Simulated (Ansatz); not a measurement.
# HCl on NbGa3(110): molecular dynamics

The plan is to shoot the molecule at the surface and see whether it bounces, sticks or breaks. Runs: 200 steps of 0.5 fs at constant energy. The slab cell is 1×1, and the molecule starts well above it. It comes in with 0.4 eV at 20° from the normal, on a surface at rest.

All numbers below are computed with Ansatz 0.2.0 (DFT PBE+D3(BJ), plane waves, PAW, scalar-relativistic, no spin polarisation).

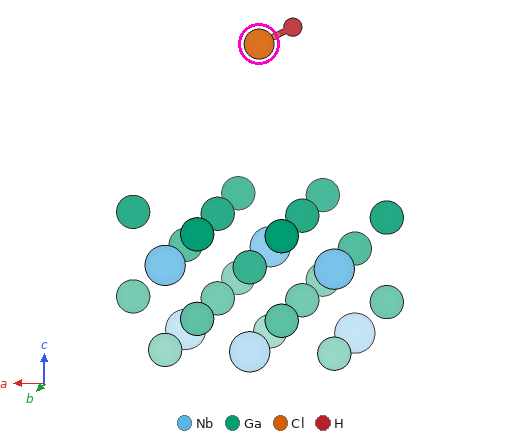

The starting structure, seen from the side, slightly above the surface (niobium blue, gallium teal, chlorine orange, hydrogen red). Each atom of the cell is drawn once, at one copy chosen for all pictures, so bonds across the cell's faces may be missing, with copies of the slab's atoms added to fill out the patch; deeper layers are paler. Ringed: Cl17.

Coordinates:

```xyz
18
Lattice="5.3641 0.0000 0.0000 0.0000 8.7049 0.0000 0.0000 0.0000 17.0231" Properties=species:S:1:pos:R:3 pbc="T T T"
Nb    0.0000    0.0000    1.0000
Ga    2.6821    0.0000    1.0000
Ga    4.0231    6.5287    2.3410
Ga    1.3410    6.5287    2.3410
Nb    2.6821    4.3525    1.0000
Ga    0.0000    4.3525    1.0000
Ga    1.3410    2.1762    2.3410
Ga    4.0231    2.1762    2.3410
Nb    2.6821    0.0000    3.6821
Ga    5.3641    0.0000    3.6821
Ga    1.3410    6.5287    5.0231
Ga    4.0231    6.5287    5.0231
Nb    5.3641    4.3525    3.6821
Ga    2.6821    4.3525    3.6821
Ga    4.0231    2.1762    5.0231
Ga    1.3410    2.1762    5.0231
Cl    0.0172    6.5968   10.4479
H    -0.9437    5.8780   10.8979
```

The structure above is the start of the run; the results belong to its end.

| quantity | value |
| --- | --- |
| lowest height of the centre of mass | 4.03 Å over the top layer's first level, at 100.0 fs |
| shortest distance to a slab atom | 4.36 Å |
| length | 200 steps of 0.5 fs |
| temperature, first and last step | 221 and 587 K |
| temperature, second half | mean 652 K, from 587 to 692 K |
| potential energy, second half | -43 meV/atom from the start |
| largest change of the total energy | 0.00 meV/atom |
| mean square displacement, second half | H 1.9, Cl 1.3, Ga 0.053, Nb 0.048 Å² |

What this shows: The molecule's centre of mass comes down from 5.44 Å to 4.03 Å and is still falling when the run ends, so its fate is open. Its shortest distance to a slab atom is 4.36 Å. The total energy strays from its start by at most 0.00 meV/atom, under 0.1 % of the mean kinetic energy, so a step of 0.5 fs is short enough over this time. The atom that moves most swings out by 1.93 Å (the median distance to the nearest neighbour, bonds to H left out, is 2.68 Å), and none ends a neighbour distance from its start. The printed temperature only measures the kinetic energy here. Kinetic energy grows to 1.0 eV on average, more than the molecule brought: the slab or molecule was not relaxed and heats itself. The run is too short to decide the outcome. A run of 100 fs with 18 atoms shows the motion but fixes no equilibrium value. The nuclei move classically, without zero-point motion, which matters most for hydrogen. Accuracy level and mesh were kept low to afford the steps.

Q: Write an input and a launch command for the first run that leads to these results.

The input that was used; it is not the only one that fits:

200 steps of 0.5 fs at constant energy.

input.yaml reads:

```yaml
accuracy: low
crystal:
  lattice:
    - [5.364112, 0.0, 0.0]
    - [0.0, 8.7049, 0.0]
    - [0.0, 0.0, 17.023084]
  atoms:
    - { symbol: Nb, position: [0.0, 0.0, 0.0587438] }
    - { symbol: Ga, position: [0.5, 0.0, 0.0587438] }
    - { symbol: Ga, position: [0.75, 0.75, 0.1375208] }
    - { symbol: Ga, position: [0.25, 0.75, 0.1375208] }
    - { symbol: Nb, position: [0.5, 0.5, 0.0587438] }
    - { symbol: Ga, position: [0.0, 0.5, 0.0587438] }
    - { symbol: Ga, position: [0.25, 0.25, 0.1375208] }
    - { symbol: Ga, position: [0.75, 0.25, 0.1375208] }
    - { symbol: Nb, position: [0.5, 0.0, 0.2162978] }
    - { symbol: Ga, position: [1.0, 0.0, 0.2162978] }
    - { symbol: Ga, position: [0.25, 0.75, 0.2950749] }
    - { symbol: Ga, position: [0.75, 0.75, 0.2950749] }
    - { symbol: Nb, position: [1.0, 0.5, 0.2162978] }
    - { symbol: Ga, position: [0.5, 0.5, 0.2162978] }
    - { symbol: Ga, position: [0.75, 0.25, 0.2950749] }
    - { symbol: Ga, position: [0.25, 0.25, 0.2950749] }
    - { symbol: Cl, position: [0.0032065, 0.7578244, 0.6137496] }
    - { symbol: H, position: [-0.1759281, 0.6752501, 0.6401843] }
basis:
  ecutwfc: 420.0
kpoints:
  mp_grid: { grid: [3, 2, 1] }
hamiltonian:
  xc: pbe
  dispersion: d3bj
scf:
  occupations: { method: fermi_dirac, width: 0.1 }
  lower_state_search: "off"
  max_iter: 67
md:
  timestep: 0.5
  n_steps: 200
  ensemble: nve
  initial_velocities: zero
  seed: 175990
  initial_site_velocities:
    - { site: 16, velocity: [0.004977, 0.0, -0.013673] }
    - { site: 17, velocity: [0.004977, 0.0, -0.013673] }
  constraints: [{ sites: [0, 1, 4, 5] }]
```

The run is started by

```
$ ansatz run input.yaml --threads 4 --pin off --max-ram 10240MiB --backend cpu --events-out ev --progress --plain --runs-dir out
```
